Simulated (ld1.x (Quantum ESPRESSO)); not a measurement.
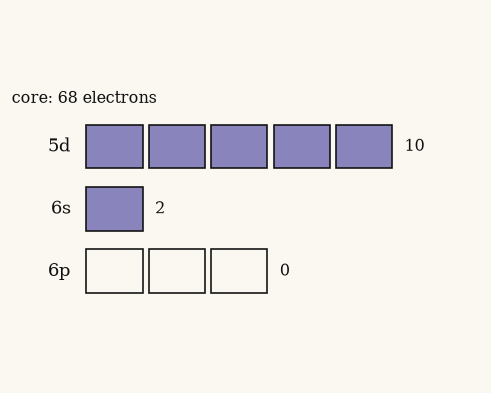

*The valence shells of the reference configuration: a box for each of the 2l + 1 orbitals, shaded by the share of the shell that is filled, with the electron count at the right.*

Pseudopotential generation for Hg (part 1 of 2)

- system: mercury (Hg, Z = 80), core [Xe] 4f14, reference valence 5d10 6s2 6p0, valence charge 12.
- method: TM potential, PBE, fully relativistic, made with ld1.x (Quantum ESPRESSO) 7.5

The input:
```
 &input
   title='Hg', zed=80., rel=2, dft='PBE', iswitch=3,
   config='[Xe] 4f14 5d10 6s2 6p0', rel_dist='average',
   nld=5, rlderiv=3.00, eminld=-3.0, emaxld=5.0, deld=0.02
 /
 &inputp
   pseudotype=2, tm=.true., lloc=-1, rcloc=2.20,
   nlcc=.false.,
   file_pseudopw='Hg.UPF', file_wfcaegen='ae.wfc', file_wfcncgen='nc.wfc', file_beta='beta', file_chi='chi'
 /
3
6S  1  0   2.00   0.00  2.35  2.35  0.0
6P  2  1   0.00   0.00  2.45  2.45  0.0
5D  3  2  10.00   0.00  2.76  2.76  0.0
 &test
   configts(1)='5d10 6s2 6p0'
 /
```

Input of the test run:
```
 &input
   title='Hg', zed=80., rel=2, dft='PBE', iswitch=2,
   config='[Xe] 4f14 5d10 6s2 6p0', rel_dist='average'
 /
 &test
   file_pseudo='Hg.UPF', nconf=8,
   configts(1)='5d10 6s2 6p0',
   configts(2)='5d10 6s1 6p0',
   configts(3)='5d10 6s0 6p0',
   configts(4)='5d9 6s0 6p0',
   configts(5)='5d8 6s0 6p0',
   configts(6)='5d10 6s1.5 6p0',
   configts(7)='5d10 6s1 6p1',
   configts(8)='5d9 6s2 6p1'
 /
```

Launched with:
```bash
ld1.x < Hg.in > Hg.out
```

Log:
```
     Program LD1 v.7.5
     --------------------------- All-electron run ----------------------------

     Hg
     dirac relativistic calculation

     atomic number is 80.00
     dft =PBE   lsd =0 sic =0 latt =0  beta=0.20 tr2=1.0E-14
     Exchange-correlation= PBE
                           (   1   4   3   4   0   0   0)
     mesh =1279 r(mesh) =  98.78773 a.u. xmin = -7.00 dx = 0.01250
     1 Ry =  13.60569312 eV, c = 137.03599908

     n l j   nl                  e(Ry)          e(Ha)          e(eV)
     Spin orbit split results
     1 0 0.5 1S 1( 2.00)     -6103.9317     -3051.9659    -83048.2217
     2 0 0.5 2S 1( 2.00)     -1080.8902      -540.4451    -14706.2601
     2 1 0.5 2P 1( 2.00)     -1036.8537      -518.4269    -14107.1136
     2 1 1.5 2P 1( 4.00)      -893.6723      -446.8361    -12159.0310
     3 0 0.5 3S 1( 2.00)      -256.4664      -128.2332     -3489.4035
     3 1 0.5 3P 1( 2.00)      -236.6781      -118.3390     -3220.1691
     3 1 1.5 3P 1( 4.00)      -204.9622      -102.4811     -2788.6535
     4 0 0.5 4S 1( 2.00)       -56.3872       -28.1936      -767.1871
     4 1 0.5 4P 1( 2.00)       -47.9099       -23.9550      -651.8478
     4 1 1.5 4P 1( 4.00)       -40.2521       -20.1261      -547.6582
     3 2 1.5 3D 1( 4.00)      -172.2892       -86.1446     -2344.1137
     3 2 2.5 3D 1( 6.00)      -165.4954       -82.7477     -2251.6790
     5 0 0.5 5S 1( 2.00)        -8.6643        -4.3321      -117.8831
     5 1 0.5 5P 1( 2.00)        -5.8707        -2.9353       -79.8744
     5 1 1.5 5P 1( 4.00)        -4.5281        -2.2640       -61.6074
     4 2 1.5 4D 1( 4.00)       -26.4215       -13.2108      -359.4835
     4 2 2.5 4D 1( 6.00)       -24.9942       -12.4971      -340.0640
     4 3 2.5 4F 1( 6.00)        -7.1989        -3.5995       -97.9461
     4 3 3.5 4F 1( 8.00)        -6.8908        -3.4454       -93.7538
     5 2 1.5 5D 1( 4.00)        -0.8081        -0.4040       -10.9947
     5 2 2.5 5D 1( 6.00)        -0.6732        -0.3366        -9.1600
     6 0 0.5 6S 1( 2.00)        -0.5019        -0.2510        -6.8287
     6 1 0.5 6P 1( 0.00)        -0.1142        -0.0571        -1.5536
     6 1 1.5 6P 1( 0.00)        -0.0661        -0.0330        -0.8993
     Averaged results
     1 0     1S 1( 2.00)     -6103.9317     -3051.9659    -83048.2217
     2 0     2S 1( 2.00)     -1080.8902      -540.4451    -14706.2601
     2 1     2P 1( 6.00)      -941.3994      -470.6997    -12808.3919
     3 0     3S 1( 2.00)      -256.4664      -128.2332     -3489.4035
     3 1     3P 1( 6.00)      -215.5342      -107.7671     -2932.4920
     4 0     4S 1( 2.00)       -56.3872       -28.1936      -767.1871
     4 1     4P 1( 6.00)       -42.8047       -21.4024      -582.3881
     3 2     3D 1(10.00)      -168.2129       -84.1064     -2288.6528
     5 0     5S 1( 2.00)        -8.6643        -4.3321      -117.8831
     5 1     5P 1( 6.00)        -4.9756        -2.4878       -67.6964
     4 2     4D 1(10.00)       -25.5652       -12.7826      -347.8318
     4 3     4F 1(14.00)        -7.0228        -3.5114       -95.5505
     5 2     5D 1(10.00)        -0.7272        -0.3636        -9.8939
     6 0     6S 1( 2.00)        -0.5019        -0.2510        -6.8287
     6 1     6P 1( 0.00)        -0.0821        -0.0411        -1.1174

     final scf error:  7.6E-15 reached in  26 iterations

     Etot =  -39324.322277 Ry,  -19662.161139 Ha, -535034.661174 eV

     Ekin =   45389.491167 Ry,   22694.745583 Ha,  617555.487825 eV
     Encl =  -99236.082377 Ry,  -49618.041188 Ha,-1350175.683549 eV
     Eh   =   15269.732564 Ry,    7634.866282 Ha,  207755.295341 eV
     Exc  =    -747.463632 Ry,    -373.731816 Ha,  -10169.760791 eV

     normalization and overlap integrals

     s(1S/1S) =  1.000000  <r> =   0.0166  <r2> =    0.0004  r(max) =   0.0102
     s(2S/2S) =  1.000000  <r> =   0.0692  <r2> =    0.0057  r(max) =   0.0589
     s(2P/2P) =  1.000000  <r> =   0.0569  <r2> =    0.0041  r(max) =   0.0442
     s(2P/2P) =  1.000000  <r> =   0.0656  <r2> =    0.0052  r(max) =   0.0513
     s(3S/3S) =  1.000000  <r> =   0.1801  <r2> =    0.0372  r(max) =   0.1662
     s(3P/3P) =  1.000000  <r> =   0.1704  <r2> =    0.0339  r(max) =   0.1561
     s(3P/3P) =  1.000000  <r> =   0.1863  <r2> =    0.0403  r(max) =   0.1704
     s(4S/4S) =  1.000000  <r> =   0.3990  <r2> =    0.1799  r(max) =   0.3746
     s(4P/4P) =  1.000000  <r> =   0.4011  <r2> =    0.1833  r(max) =   0.3746
     s(4P/4P) =  1.000000  <r> =   0.4353  <r2> =    0.2154  r(max) =   0.4037
     s(3D/3D) =  1.000000  <r> =   0.1621  <r2> =    0.0309  r(max) =   0.1327
     s(3D/3D) =  1.000000  <r> =   0.1670  <r2> =    0.0326  r(max) =   0.1378
     s(5S/5S) =  1.000000  <r> =   0.9023  <r2> =    0.9136  r(max) =   0.8336
     s(5P/5P) =  1.000000  <r> =   0.9722  <r2> =    1.0682  r(max) =   0.8763
     s(5P/5P) =  1.000000  <r> =   1.0694  <r2> =    1.2943  r(max) =   0.9565
     s(4D/4D) =  1.000000  <r> =   0.4425  <r2> =    0.2264  r(max) =   0.3987
     s(4D/4D) =  1.000000  <r> =   0.4536  <r2> =    0.2377  r(max) =   0.4088
     s(4F/4F) =  1.000000  <r> =   0.4793  <r2> =    0.2773  r(max) =   0.3653
     s(4F/4F) =  1.000000  <r> =   0.4860  <r2> =    0.2852  r(max) =   0.3699
     s(5D/5D) =  1.000000  <r> =   1.4596  <r2> =    2.5380  r(max) =   1.1394
     s(5D/5D) =  1.000000  <r> =   1.5303  <r2> =    2.8074  r(max) =   1.1829
     s(6S/6S) =  1.000000  <r> =   2.6976  <r2> =    8.3855  r(max) =   2.2100
     s(6P/6P) =  1.000000  <r> =   4.0160  <r2> =   19.4227  r(max) =   2.9461
     s(6P/6P) =  1.000000  <r> =   4.8250  <r2> =   28.2464  r(max) =   3.5095

     ------------------------ End of All-electron run ------------------------

     --------------------- Generating NC pseudopotential ---------------------

      Generating local potential from pseudized AE potential:
      Matching radius rcloc =   2.2000

      Local pseudo, rcloc= 2.210 Estimated cut-off energy=     5.19 Ry

     Fully relativistic calculation: |psi|^2

     Wfc 6S LC norm =  0.99993174 SC norm =  0.00006662 missing  0.00000164

     Wfc 6P LC norm =  0.99997153 SC norm =  0.00002837 missing  0.00000010

     Wfc 6P LC norm =  0.99998138 SC norm =  0.00001587 missing  0.00000274

     Wfc 5D LC norm =  0.99974882 SC norm =  0.00025116 missing  0.00000003

     Wfc 5D LC norm =  0.99976931 SC norm =  0.00023013 missing  0.00000056

      Wfc   6S  rcut= 2.323  Using Troullier-Martins method

      Wfc   6P  rcut= 2.442  Using Troullier-Martins method

      Wfc   6P  rcut= 2.442  Using Troullier-Martins method

      Wfc   5D  rcut= 2.768  Using Troullier-Martins method

      Wfc   5D  rcut= 2.768  Using Troullier-Martins method

     ------------------- End of pseudopotential generation -------------------

     --------------------------- All-electron run ----------------------------

     Hg
     dirac relativistic calculation

     atomic number is 80.00
     dft =PBE   lsd =0 sic =0 latt =0  beta=0.20 tr2=1.0E-14
     Exchange-correlation= PBE
                           (   1   4   3   4   0   0   0)
     mesh =1279 r(mesh) =  98.78773 a.u. xmin = -7.00 dx = 0.01250
     1 Ry =  13.60569312 eV, c = 137.03599908

     n l j   nl                  e(Ry)          e(Ha)          e(eV)
     Spin orbit split results
     1 0 0.5 1S 1( 2.00)     -6103.9317     -3051.9659    -83048.2217
     2 0 0.5 2S 1( 2.00)     -1080.8902      -540.4451    -14706.2601
     2 1 0.5 2P 1( 2.00)     -1036.8537      -518.4269    -14107.1136
     2 1 1.5 2P 1( 4.00)      -893.6723      -446.8361    -12159.0310
     3 0 0.5 3S 1( 2.00)      -256.4664      -128.2332     -3489.4035
     3 1 0.5 3P 1( 2.00)      -236.6781      -118.3390     -3220.1691
     3 1 1.5 3P 1( 4.00)      -204.9622      -102.4811     -2788.6535
     4 0 0.5 4S 1( 2.00)       -56.3872       -28.1936      -767.1871
     4 1 0.5 4P 1( 2.00)       -47.9099       -23.9550      -651.8478
     4 1 1.5 4P 1( 4.00)       -40.2521       -20.1261      -547.6582
     3 2 1.5 3D 1( 4.00)      -172.2892       -86.1446     -2344.1137
     3 2 2.5 3D 1( 6.00)      -165.4954       -82.7477     -2251.6790
     5 0 0.5 5S 1( 2.00)        -8.6643        -4.3321      -117.8831
     5 1 0.5 5P 1( 2.00)        -5.8707        -2.9353       -79.8744
     5 1 1.5 5P 1( 4.00)        -4.5281        -2.2640       -61.6074
     4 2 1.5 4D 1( 4.00)       -26.4215       -13.2108      -359.4835
     4 2 2.5 4D 1( 6.00)       -24.9942       -12.4971      -340.0640
     4 3 2.5 4F 1( 6.00)        -7.1989        -3.5995       -97.9461
     4 3 3.5 4F 1( 8.00)        -6.8908        -3.4454       -93.7538
     5 2 1.5 5D 1( 4.00)        -0.8081        -0.4040       -10.9947
     5 2 2.5 5D 1( 6.00)        -0.6732        -0.3366        -9.1600
     6 0 0.5 6S 1( 2.00)        -0.5019        -0.2510        -6.8287
     6 1 0.5 6P 1( 0.00)        -0.1142        -0.0571        -1.5536
     6 1 1.5 6P 1( 0.00)        -0.0661        -0.0330        -0.8993
     Averaged results
     1 0     1S 1( 2.00)     -6103.9317     -3051.9659    -83048.2217
     2 0     2S 1( 2.00)     -1080.8902      -540.4451    -14706.2601
     2 1     2P 1( 6.00)      -941.3994      -470.6997    -12808.3919
     3 0     3S 1( 2.00)      -256.4664      -128.2332     -3489.4035
     3 1     3P 1( 6.00)      -215.5342      -107.7671     -2932.4920
     4 0     4S 1( 2.00)       -56.3872       -28.1936      -767.1871
     4 1     4P 1( 6.00)       -42.8047       -21.4024      -582.3881
     3 2     3D 1(10.00)      -168.2129       -84.1064     -2288.6528
     5 0     5S 1( 2.00)        -8.6643        -4.3321      -117.8831
     5 1     5P 1( 6.00)        -4.9756        -2.4878       -67.6964
     4 2     4D 1(10.00)       -25.5652       -12.7826      -347.8318
     4 3     4F 1(14.00)        -7.0228        -3.5114       -95.5505
     5 2     5D 1(10.00)        -0.7272        -0.3636        -9.8939
     6 0     6S 1( 2.00)        -0.5019        -0.2510        -6.8287
     6 1     6P 1( 0.00)        -0.0821        -0.0411        -1.1174

     final scf error:  7.6E-15 reached in  26 iterations

     Etot =  -39324.322277 Ry,  -19662.161139 Ha, -535034.661174 eV

     Ekin =   45389.491167 Ry,   22694.745583 Ha,  617555.487825 eV
     Encl =  -99236.082377 Ry,  -49618.041188 Ha,-1350175.683549 eV
     Eh   =   15269.732564 Ry,    7634.866282 Ha,  207755.295341 eV
     Exc  =    -747.463632 Ry,    -373.731816 Ha,  -10169.760791 eV

     normalization and overlap integrals

     s(1S/1S) =  1.000000  <r> =   0.0166  <r2> =    0.0004  r(max) =   0.0102
     s(2S/2S) =  1.000000  <r> =   0.0692  <r2> =    0.0057  r(max) =   0.0589
     s(2P/2P) =  1.000000  <r> =   0.0569  <r2> =    0.0041  r(max) =   0.0442
     s(2P/2P) =  1.000000  <r> =   0.0656  <r2> =    0.0052  r(max) =   0.0513
     s(3S/3S) =  1.000000  <r> =   0.1801  <r2> =    0.0372  r(max) =   0.1662
     s(3P/3P) =  1.000000  <r> =   0.1704  <r2> =    0.0339  r(max) =   0.1561
     s(3P/3P) =  1.000000  <r> =   0.1863  <r2> =    0.0403  r(max) =   0.1704
     s(4S/4S) =  1.000000  <r> =   0.3990  <r2> =    0.1799  r(max) =   0.3746
     s(4P/4P) =  1.000000  <r> =   0.4011  <r2> =    0.1833  r(max) =   0.3746
     s(4P/4P) =  1.000000  <r> =   0.4353  <r2> =    0.2154  r(max) =   0.4037
     s(3D/3D) =  1.000000  <r> =   0.1621  <r2> =    0.0309  r(max) =   0.1327
     s(3D/3D) =  1.000000  <r> =   0.1670  <r2> =    0.0326  r(max) =   0.1378
     s(5S/5S) =  1.000000  <r> =   0.9023  <r2> =    0.9136  r(max) =   0.8336
     s(5P/5P) =  1.000000  <r> =   0.9722  <r2> =    1.0682  r(max) =   0.8763
     s(5P/5P) =  1.000000  <r> =   1.0694  <r2> =    1.2943  r(max) =   0.9565
     s(4D/4D) =  1.000000  <r> =   0.4425  <r2> =    0.2264  r(max) =   0.3987
     s(4D/4D) =  1.000000  <r> =   0.4536  <r2> =    0.2377  r(max) =   0.4088
     s(4F/4F) =  1.000000  <r> =   0.4793  <r2> =    0.2773  r(max) =   0.3653
     s(4F/4F) =  1.000000  <r> =   0.4860  <r2> =    0.2852  r(max) =   0.3699
     s(5D/5D) =  1.000000  <r> =   1.4596  <r2> =    2.5380  r(max) =   1.1394
     s(5D/5D) =  1.000000  <r> =   1.5303  <r2> =    2.8074  r(max) =   1.1829
     s(6S/6S) =  1.000000  <r> =   2.6976  <r2> =    8.3855  r(max) =   2.2100
     s(6P/6P) =  1.000000  <r> =   4.0160  <r2> =   19.4227  r(max) =   2.9461
     s(6P/6P) =  1.000000  <r> =   4.8250  <r2> =   28.2464  r(max) =   3.5095

     ------------------------ End of All-electron run ------------------------

     Computing logarithmic derivative in   3.00189
     Computing logarithmic derivative in   3.00189
     Computing the partial wave expansion
     R is outside the sphere for l=    0 j= 0.50
     R is outside the sphere for l=    1 j= 0.50
     R is outside the sphere for l=    1 j= 1.50
     R is outside the sphere for l=    2 j= 1.50
     R is outside the sphere for l=    2 j= 2.50

     ---------------------- Testing the pseudopotential ----------------------

     Hg
     dirac relativistic calculation

     atomic number is 80.00   valence charge is 12.00
     dft =PBE   lsd =0 sic =0 latt =0  beta=0.20 tr2=1.0E-14
     mesh =1279 r(mesh) =  98.78773 xmin = -7.00 dx = 0.01250

     n l  j  nl             e AE (Ry)       e PS (Ry)    De AE-PS (Ry)
     3 2 1.5 5D   1( 4.00)       -0.80809       -0.80809       -0.00000
     3 2 2.5 5D   1( 6.00)       -0.67325       -0.67325        0.00000
     1 0 0.5 6S   1( 2.00)       -0.50190       -0.50191        0.00000
     2 1 0.5 6P   1( 0.00)       -0.11419       -0.11419       -0.00000
     2 1 1.5 6P   1( 0.00)       -0.06610       -0.06610        0.00000

     eps = 8.7E-15  iter = 19

     Etot =  -39324.322277 Ry,  -19662.161139 Ha, -535034.661174 eV
     Etotps =   -80.766895 Ry,     -40.383448 Ha,   -1098.889588 eV

     Ekin =      51.155219 Ry,      25.577610 Ha,     696.002214 eV
     Encl =    -177.289438 Ry,     -88.644719 Ha,   -2412.145685 eV
     Ehrt =      75.956211 Ry,      37.978105 Ha,    1033.436892 eV
     Ecxc =     -11.652847 Ry,      -5.826423 Ha,    -158.545056 eV
     Epseu=     -18.936040 Ry,      -9.468020 Ha,    -257.637953 eV

     ---------------------- End of pseudopotential test ----------------------
```

Output of the test run (extracts):
```
     ---------------------- Testing the pseudopotential ----------------------

     Hg
     dirac relativistic calculation

     atomic number is 80.00   valence charge is 12.00
     dft =PBE   lsd =0 sic =0 latt =0  beta=0.20 tr2=1.0E-14
     mesh =1279 r(mesh) =  98.78773 xmin = -7.00 dx = 0.01250

     n l  j  nl             e AE (Ry)       e PS (Ry)    De AE-PS (Ry)
     3 2 1.5 5D   1( 4.00)       -0.80809       -0.80809       -0.00000
     3 2 2.5 5D   1( 6.00)       -0.67325       -0.67325        0.00000
     1 0 0.5 6S   1( 2.00)       -0.50190       -0.50191        0.00000
     2 1 0.5 6P   1( 0.00)       -0.11419       -0.11419       -0.00000
     2 1 1.5 6P   1( 0.00)       -0.06610       -0.06610        0.00000

     eps = 5.8E-15  iter = 19

     Etot =  -39324.322277 Ry,  -19662.161139 Ha, -535034.661174 eV
     Etotps =   -80.766895 Ry,     -40.383448 Ha,   -1098.889589 eV

     Ekin =      51.155219 Ry,      25.577610 Ha,     696.002213 eV
     Encl =    -177.289438 Ry,     -88.644719 Ha,   -2412.145685 eV
     Ehrt =      75.956211 Ry,      37.978105 Ha,    1033.436892 eV
     Ecxc =     -11.652847 Ry,      -5.826423 Ha,    -158.545056 eV
     Epseu=     -18.936040 Ry,      -9.468020 Ha,    -257.637953 eV

     ---------------------- End of pseudopotential test ----------------------

     ---------------------- Testing the pseudopotential ----------------------

     Hg
     dirac relativistic calculation

     atomic number is 80.00   valence charge is 12.00
     dft =PBE   lsd =0 sic =0 latt =0  beta=0.20 tr2=1.0E-14
     mesh =1279 r(mesh) =  98.78773 xmin = -7.00 dx = 0.01250

     n l  j  nl             e AE (Ry)       e PS (Ry)    De AE-PS (Ry)
     3 2 1.5 5D   1( 4.00)       -1.46905       -1.46787       -0.00118
     3 2 2.5 5D   1( 6.00)       -1.33139       -1.33014       -0.00125
     1 0 0.5 6S   1( 1.00)       -1.08183       -1.08120       -0.00063
     2 1 0.5 6P   1( 0.00)       -0.61400       -0.61366       -0.00034
     2 1 1.5 6P   1( 0.00)       -0.52541       -0.52559        0.00018

     eps = 6.4E-15  iter = 28

     Etot =  -39323.535768 Ry,  -19661.767884 Ha, -535023.960164 eV
     Etotps =   -79.980732 Ry,     -39.990366 Ha,   -1088.193292 eV
     dEtot_ae =       0.786510 Ry
     dEtot_ps =       0.786163 Ry,   Delta E=       0.000346 Ry

     Ekin =      51.840488 Ry,      25.920244 Ha,     705.325776 eV
     Encl =    -169.311216 Ry,     -84.655608 Ha,   -2303.596453 eV
     Ehrt =      68.356855 Ry,      34.178427 Ha,     930.042388 eV
     Ecxc =     -11.161707 Ry,      -5.580853 Ha,    -151.862754 eV
     Epseu=     -19.705152 Ry,      -9.852576 Ha,    -268.102248 eV

     ---------------------- End of pseudopotential test ----------------------

     ---------------------- Testing the pseudopotential ----------------------

     Hg
     dirac relativistic calculation

     atomic number is 80.00   valence charge is 12.00
     dft =PBE   lsd =0 sic =0 latt =0  beta=0.20 tr2=1.0E-14
     mesh =1279 r(mesh) =  98.78773 xmin = -7.00 dx = 0.01250

     n l  j  nl             e AE (Ry)       e PS (Ry)    De AE-PS (Ry)
     3 2 1.5 5D   1( 4.00)       -2.20076       -2.20167        0.00091
     3 2 2.5 5D   1( 6.00)       -2.05953       -2.06011        0.00059
     1 0 0.5 6S   1( 0.00)       -1.71674       -1.71744        0.00070
     2 1 0.5 6P   1( 0.00)       -1.18359       -1.18434        0.00075
     2 1 1.5 6P   1( 0.00)       -1.05994       -1.06337        0.00343

     eps = 9.0E-15  iter =  7

     Etot =  -39322.140426 Ry,  -19661.070213 Ha, -535004.975570 eV
     Etotps =   -78.585699 Ry,     -39.292850 Ha,   -1069.212905 eV
     dEtot_ae =       2.181852 Ry
     dEtot_ps =       2.181196 Ry,   Delta E=       0.000656 Ry

     Ekin =      52.635491 Ry,      26.317745 Ha,     716.142332 eV
     Encl =    -160.333031 Ry,     -80.166515 Ha,   -2181.442015 eV
     Ehrt =      60.559098 Ry,      30.279549 Ha,     823.948509 eV
     Ecxc =     -10.617528 Ry,      -5.308764 Ha,    -144.458828 eV
     Epseu=     -20.829729 Ry,     -10.414865 Ha,    -283.402903 eV

     ---------------------- End of pseudopotential test ----------------------

     ---------------------- Testing the pseudopotential ----------------------

     Hg
     dirac relativistic calculation

     atomic number is 80.00   valence charge is 12.00
     dft =PBE   lsd =0 sic =0 latt =0  beta=0.20 tr2=1.0E-14
     mesh =1279 r(mesh) =  98.78773 xmin = -7.00 dx = 0.01250

     n l  j  nl             e AE (Ry)       e PS (Ry)    De AE-PS (Ry)
     3 2 1.5 5D   1( 3.60)       -3.21209       -3.21327        0.00118
     3 2 2.5 5D   1( 5.40)       -3.05991       -3.06096        0.00105
     1 0 0.5 6S   1( 0.00)       -2.50912       -2.52986        0.02074  !
     2 1 0.5 6P   1( 0.00)       -1.89378       -1.90066        0.00688  !
     2 1 1.5 6P   1( 0.00)       -1.72587       -1.74887        0.02300  !

     eps = 4.9E-16  iter =  9

     Etot =  -39319.529003 Ry,  -19659.764501 Ha, -534969.445350 eV
     Etotps =   -75.973096 Ry,     -37.986548 Ha,   -1033.666631 eV
     dEtot_ae =       4.793275 Ry
     dEtot_ps =       4.793799 Ry,   Delta E=      -0.000524 Ry

     Ekin =      49.994297 Ry,      24.997149 Ha,     680.207064 eV
     Encl =    -147.163759 Ry,     -73.581879 Ha,   -2002.264941 eV
     Ehrt =      50.707255 Ry,      25.353628 Ha,     689.907351 eV
     Ecxc =      -9.596223 Ry,      -4.798112 Ha,    -130.563268 eV
     Epseu=     -19.914666 Ry,      -9.957333 Ha,    -270.952836 eV

     ---------------------- End of pseudopotential test ----------------------
```

(Continued in part 2.) Outcome of the run: generated, with a spurious state above the valence levels.
